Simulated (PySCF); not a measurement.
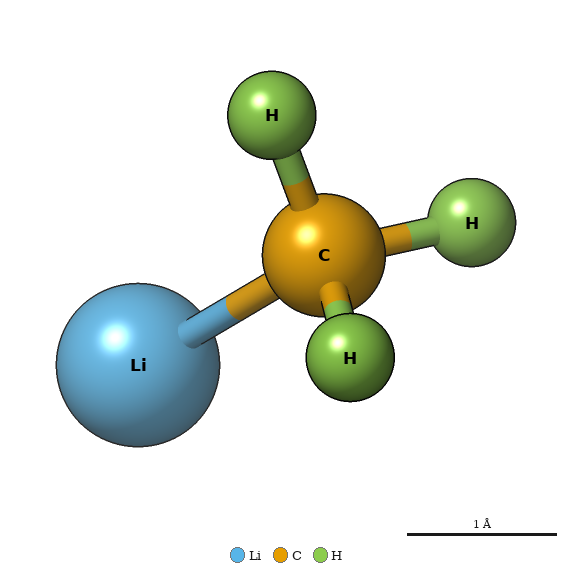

Ball-and-stick drawing of a structure. Every bond is drawn as one stick, whatever its order.

The geometry was computed by an optimisation with PBE0-D3(BJ)/def2-TZVP. No frequency run is at hand to confirm it as a minimum.

Count the atoms of each element.

Answer. CH3Li, 5 atoms: 1 carbon, 3 hydrogen and 1 lithium.

What is the point group of this geometry?

Answer. C3v.

How many bonds of each kind are drawn?

Answer. 3 C–H, 1 C–Li.

Write the SMILES.

Answer. [Li][CH3]

The parts below concern this one geometry. Atoms keep their numbers from picture to picture.

Shape

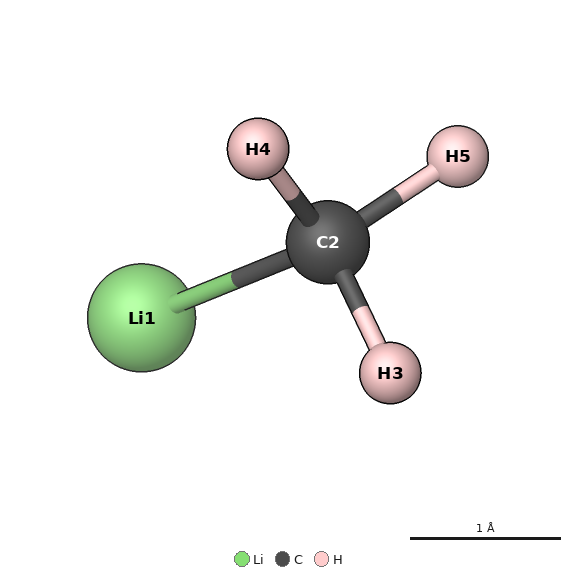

Atoms carry their numbers in the input. No frequency run is at hand to confirm it as a minimum.

How are the neighbours of atom 2 arranged?

Answer. C2 has 4 neighbours (Li1 at 1.96, H3 at 1.10, H4 at 1.10, H5 at 1.10 Å); the arrangement is tetrahedral.

NMR shielding

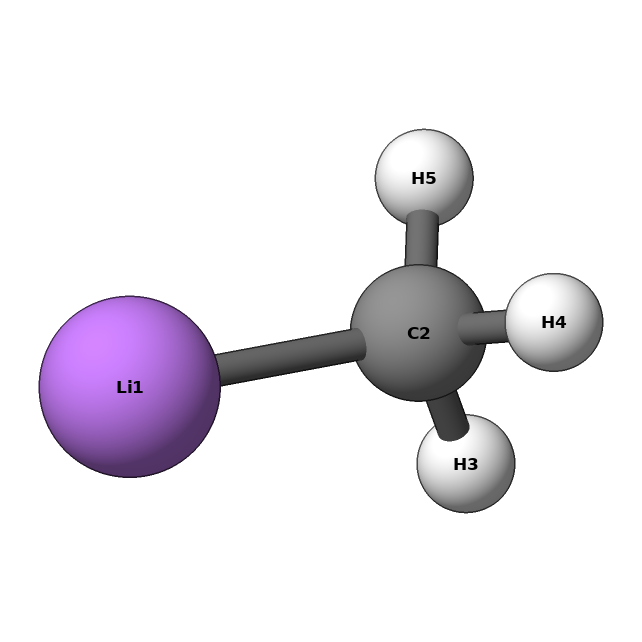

No frequency run is at hand to confirm it as a minimum. Method: GIAO PBE0/pcSseg-2 NMR shielding, non-relativistic, gas phase (PySCF 2.14.0). Principal shieldings σ11 ≤ σ22 ≤ σ33, span Ω = σ33 − σ11, skew κ = 3(σiso − σ22)/Ω.

Give the shielding tensors of the C atoms.

```
atom    σ11    σ22    σ33   σiso     Ω      κ
  C2  198.1  218.7  218.8  211.9  20.6  −1.00
```

Shieldings and span in ppm.

Excitation

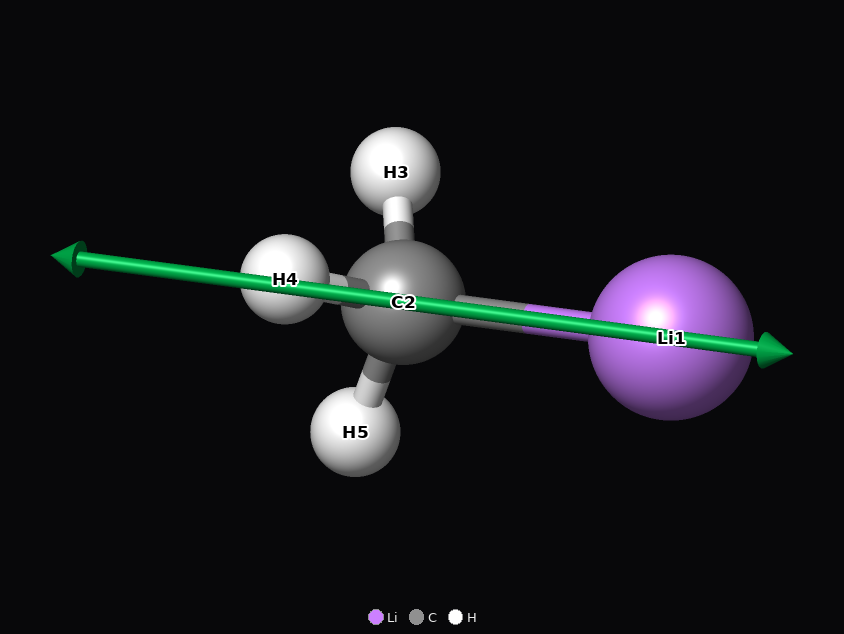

The double arrow shows the direction of the transition dipole to excited singlet state 1 (its length means nothing). No frequency run is at hand to confirm it as a minimum. Level of theory: TDDFT PBE0/aug-cc-pVTZ, vertical, gas phase, core orbitals frozen in the response (PySCF 2.14.0).

How is the transition polarised?

Answer. Nearly parallel to the Li1–C2 bond.

Give its energy, strength and character.

Answer. 2.95 eV (420 nm), oscillator strength 0.079, mainly HOMO → LUMO (weight 0.99); transition dipole 2.65 D.

Polarisability

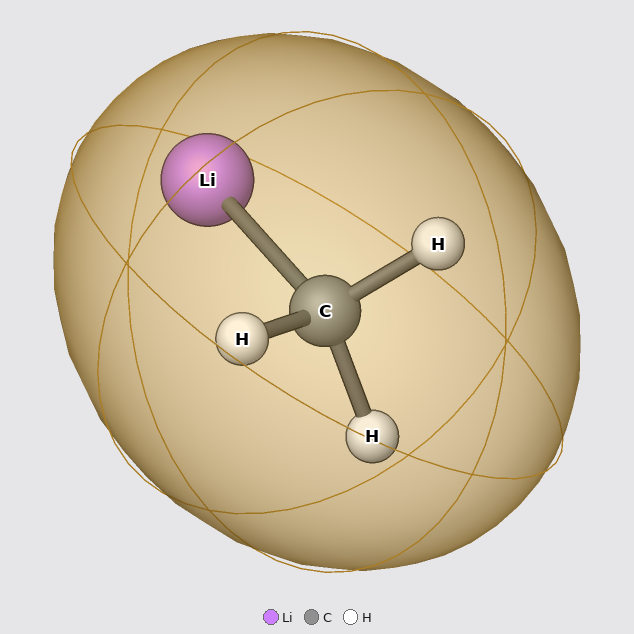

The ellipsoid shows the static dipole polarisability: its half-axes are proportional to the principal values. No frequency run is at hand to confirm it as a minimum. Level of theory: CAM-B3LYP/aug-cc-pVTZ (PySCF 2.14.0).

How large and how anisotropic is the polarisability?

Answer. Principal values 32.2, 32.2, 42.9 bohr³; mean 35.8 bohr³ (5.31 Å³); anisotropy 10.7 bohr³, so the longest axis is 1.33 times the shortest.

Charges

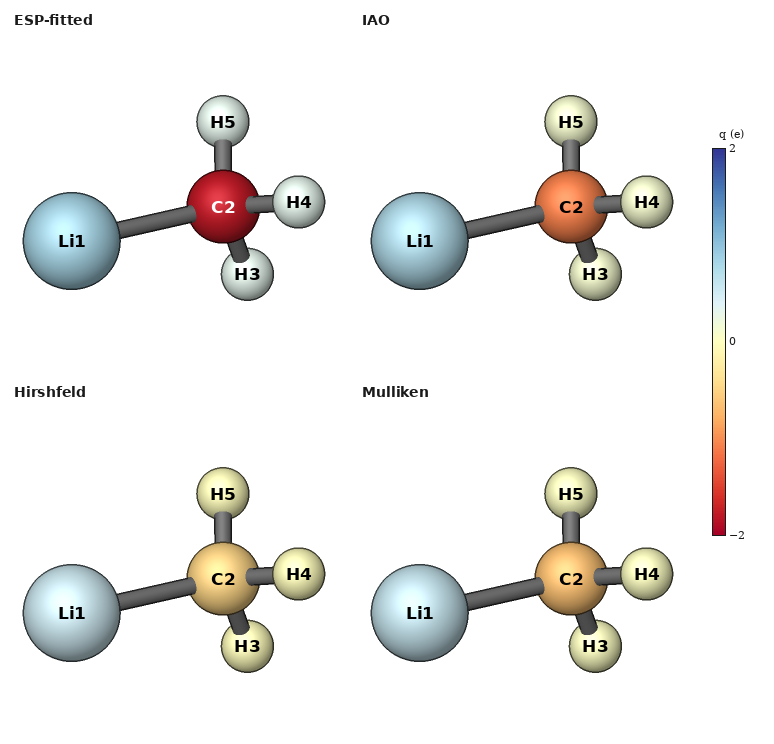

Atomic charges of one calculation by 4 schemes, on one colour scale. No frequency run is at hand to confirm it as a minimum. Computed with PBE0/pcSseg-2 (PySCF 2.14.0).

Which scheme gives the most polar picture (largest mean size of the charges)?

Answer. The ESP-fitted charges are the largest in size here, and the Hirshfeld charges the smallest.

List the charges (e), one line for each set of equivalent atoms.

```json
{"atom": "Li1", "ESP-fitted": "0.80", "IAO": "0.74", "Hirshfeld": "0.53", "Mulliken": "0.57"}
{"atom": "C2", "ESP-fitted": "−1.77", "IAO": "−1.07", "Hirshfeld": "−0.47", "Mulliken": "−0.64"}
{"atom": "H3, H4, H5", "ESP-fitted": "0.33", "IAO": "0.11", "Hirshfeld": "−0.02", "Mulliken": "0.02"}
```

Mulliken values depend strongly on the basis set and can even reverse the polarity of a bond.
